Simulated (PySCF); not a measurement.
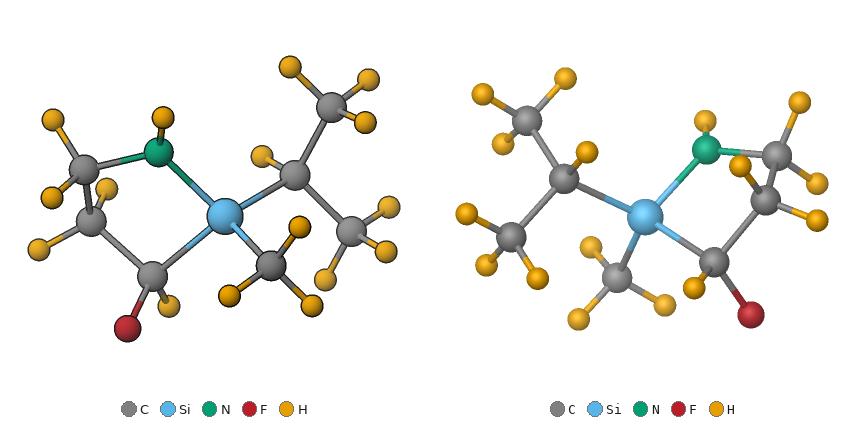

The same structure drawn twice, from different directions.

**Count the atoms of each element.**

C₇H₁₆FNSi, 26 atoms: 7 carbon, 16 hydrogen, 1 fluorine, 1 nitrogen and 1 silicon.

**Count the bonded pairs by element.**

15 C–H, 4 C–C, 3 C–Si, 1 N–Si, 1 C–N, 1 C–F, 1 N–H.

**Write the SMILES.**

CC(C)[Si@@]1(C)NCC[C@@H]1F

**What is the point group of this geometry?**

C1.

More results for the same structure follow; atom numbers are the same in all pictures, views and colours differ. The computed structure is the end point of a PBE0-D3(BJ)/def2-SVP optimisation. No frequency run is at hand to confirm it as a minimum.

**Geometry**

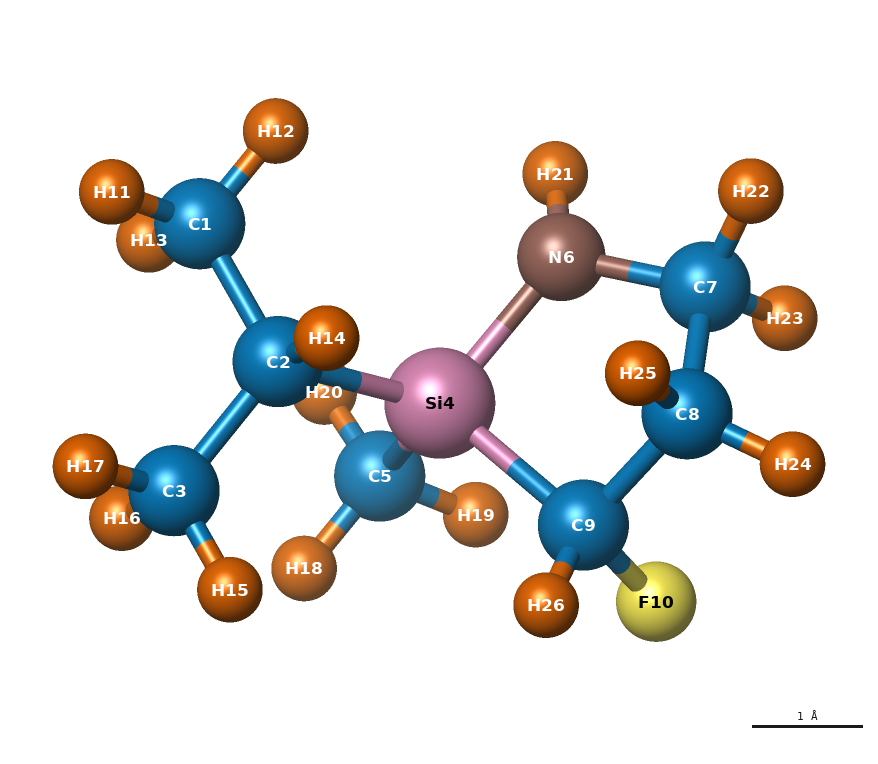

The atoms are numbered. No frequency run is at hand to confirm it as a minimum.

Give these bond angles: C2–C1–H13, C2–C3–H16, C2–Si4–C9, Si4–C2–H14, C5–Si4–C9, N6–Si4–C9, N6–C7–H23, C7–C8–C9, C7–C8–H24, C8–C7–H22, C8–C9–H26, C9–C8–H25.

| angle | degrees |
| --- | --- |
| C2–C1–H13 | 111.4 |
| C2–C3–H16 | 111.4 |
| C2–Si4–C9 | 113.6 |
| Si4–C2–H14 | 104.6 |
| C5–Si4–C9 | 112.1 |
| N6–Si4–C9 | 91.8 |
| N6–C7–H23 | 112.5 |
| C7–C8–C9 | 108.7 |
| C7–C8–H24 | 111.9 |
| C8–C7–H22 | 110.0 |
| C8–C9–H26 | 111.7 |
| C9–C8–H25 | 107.9 |

**NMR shielding**

The questions are on isotropic NMR shieldings of the C atoms. No frequency run is at hand to confirm it as a minimum. Level of theory: GIAO PBE0/pcSseg-1 NMR shielding, non-relativistic, IEF-PCM water (PySCF 2.14.0).

**Which C atom is the most shielded (lowest chemical shift)?**

C5 (196.1 ppm).

**Which C atom is the least shielded (highest chemical shift)?**

C9 (96.1 ppm).

**How wide is the range of C shifts?**

100.0 ppm.

Give the isotropic NMR shieldings of the C atoms atom by atom.

```tsv
atom	σ (ppm)
C1	168.1
C2	166.3
C3	166.7
C5	196.1
C7	139.2
C8	147.7
C9	96.1
```

**Charges**

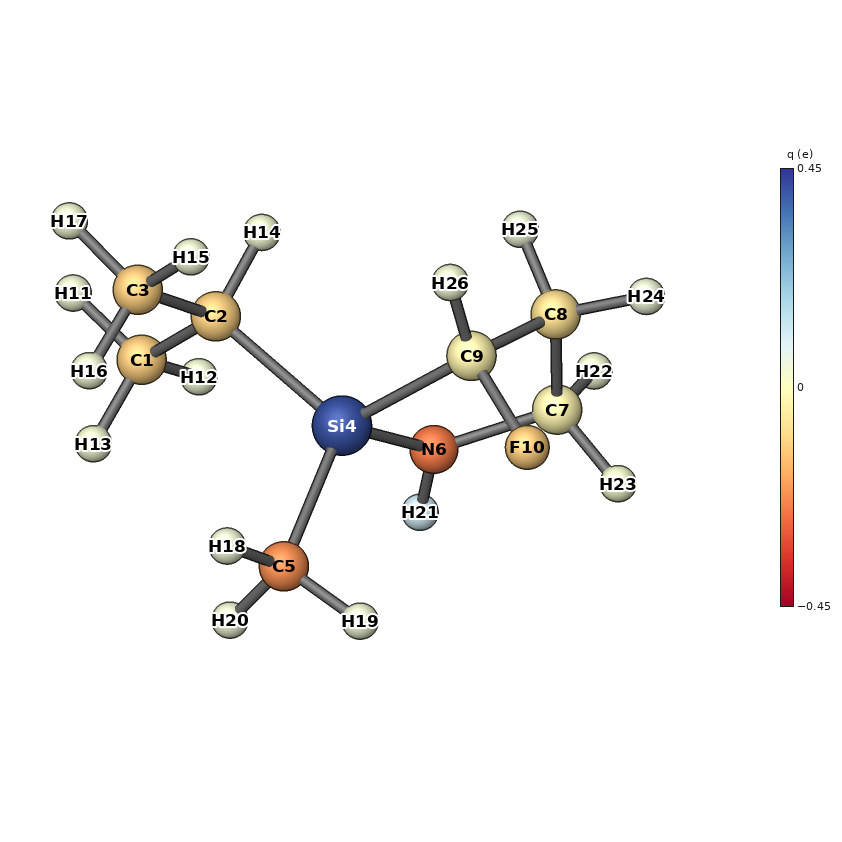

Atoms are coloured by their Hirshfeld charges. No frequency run is at hand to confirm it as a minimum. Properties computed with PBE0/pcSseg-1, gas phase (PySCF 2.14.0).

Give the Hirshfeld charges atom by atom.

```json
{"atom": "C1", "value (e)": "−0.12"}
{"atom": "C2", "value (e)": "−0.11"}
{"atom": "C3", "value (e)": "−0.12"}
{"atom": "Si4", "value (e)": "0.41"}
{"atom": "C5", "value (e)": "−0.22"}
{"atom": "N6", "value (e)": "−0.25"}
{"atom": "C7", "value (e)": "−0.03"}
{"atom": "C8", "value (e)": "−0.08"}
{"atom": "C9", "value (e)": "−0.03"}
{"atom": "F10", "value (e)": "−0.12"}
{"atom": "H11", "value (e)": "0.04"}
{"atom": "H12", "value (e)": "0.04"}
{"atom": "H13", "value (e)": "0.03"}
{"atom": "H14", "value (e)": "0.03"}
{"atom": "H15", "value (e)": "0.04"}
{"atom": "H16", "value (e)": "0.04"}
{"atom": "H17", "value (e)": "0.04"}
{"atom": "H18", "value (e)": "0.04"}
{"atom": "H19", "value (e)": "0.04"}
{"atom": "H20", "value (e)": "0.04"}
{"atom": "H21", "value (e)": "0.11"}
{"atom": "H22", "value (e)": "0.03"}
{"atom": "H23", "value (e)": "0.03"}
{"atom": "H24", "value (e)": "0.04"}
{"atom": "H25", "value (e)": "0.04"}
{"atom": "H26", "value (e)": "0.04"}
```

**Ring current**

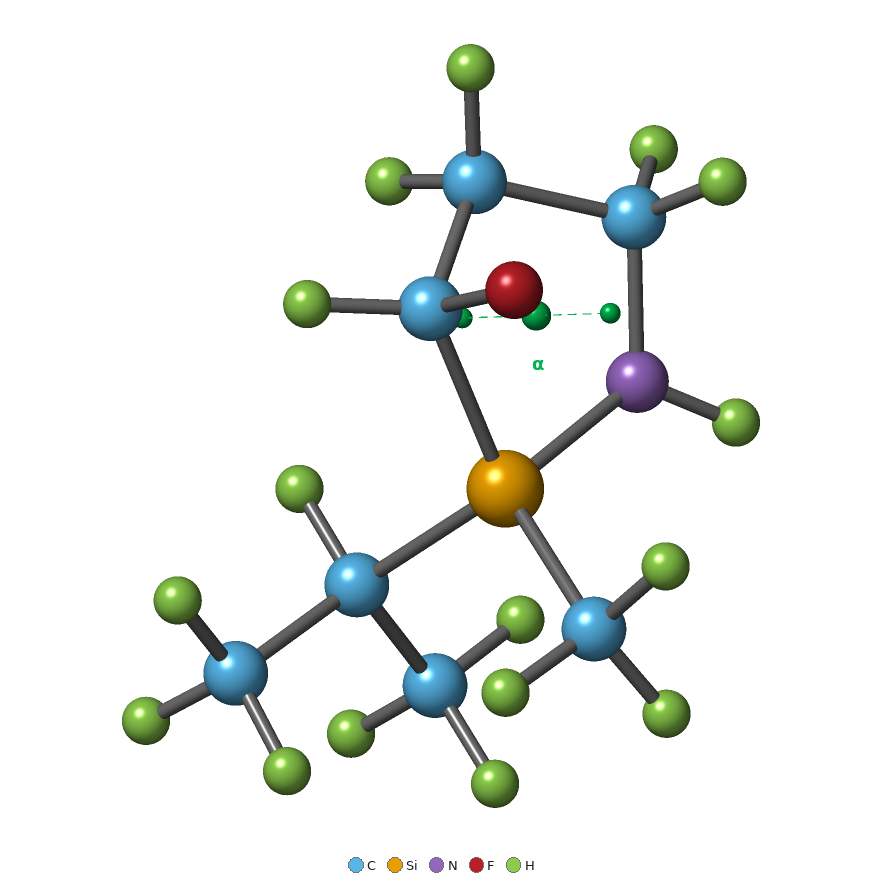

The small points mark where nucleus-independent chemical shifts (NICS) were computed: at the centre of each lettered ring and 1 Å above and below it. No frequency run is at hand to confirm it as a minimum. Level of theory: GIAO PBE0/pcSseg-1 NMR shielding, non-relativistic, gas phase (PySCF 2.14.0).

Give NICS(0), NICS(1) and the out-of-plane component NICS(1)zz for each ring (means of the two sides).

```csv
ring,members,NICS(0),NICS(1),NICS(1)zz
α,C3NSi,−5.0,−3.0,−2.2
```

Values in ppm.

**What do the values say about the ring currents?**

Ring α: weak, as in a non-aromatic ring. NICS is one index among several.
